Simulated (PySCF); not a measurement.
System: C3H13PSi2.

Input

```
{"job": {"kind": "nmr", "xc": "PBE0", "basis": "pcSseg-1"}, "charge": 0, "multiplicity": 1}
C     -1.321756    -0.890463     1.683713
Si    -0.905408     0.407411     0.351131
C     -2.345957     0.475365    -0.895307
Si     1.091803    -0.153275    -0.745176
C      2.329898    -1.019347     0.420809
P      2.226759     1.578368    -1.636490
H     -0.570247    -0.908176     2.467061
H     -1.372804    -1.888844     1.258502
H     -2.279519    -0.686061     2.153129
H     -0.849722     1.724670     1.024536
H     -2.152716     1.199843    -1.681163
H     -2.501369    -0.488268    -1.372911
H     -3.278109     0.755986    -0.413230
H      0.903560    -1.051443    -1.906126
H      1.935236    -1.966773     0.773632
H      3.271265    -1.217721    -0.084139
H      2.548906    -0.407006     1.291700
H      2.152833     2.372601    -0.507021
H      1.107543     2.172384    -2.190111
```

Launched as:

```sh
OMP_NUM_THREADS=1 python probes_run.py task.json out
```

Geometry: GFN2-xTB.

The calculation used PBE0/pcSseg-1, SCF density, gas phase, non-relativistic in PySCF.

### What will maps of the electron density and electron localisation function show?

C–Si (1.91 Å): the density is about 0.9 e/Å³ at the midpoint; the ELF peaks at about 0.95 between the atoms, as expected for a covalent bond.
C–H (1.09 Å): the density is about 1.9 e/Å³ at the midpoint; the ELF climbs to about 1 towards the hydrogen, as it does in any bond to H: an ordinary covalent bond to hydrogen.

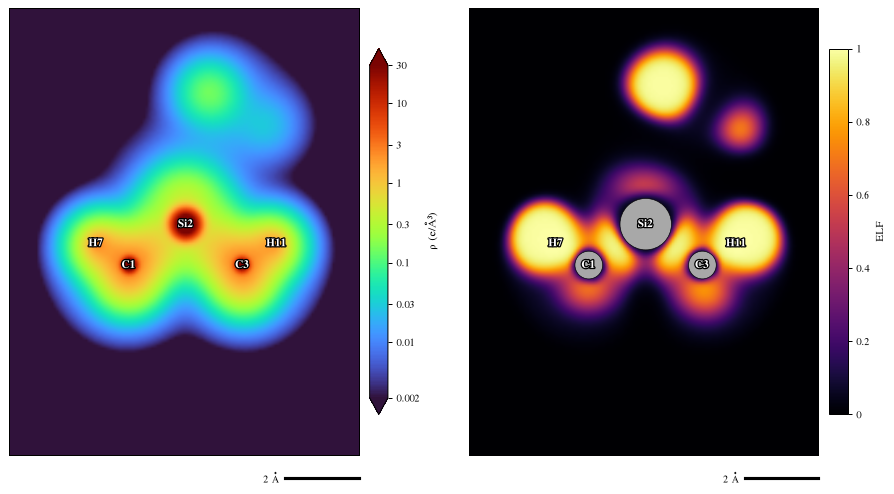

Computed electron density and electron localisation function on the plane of atoms Si2, C1 and H7, in this order. Grey discs cover the atomic cores in the ELF map. 
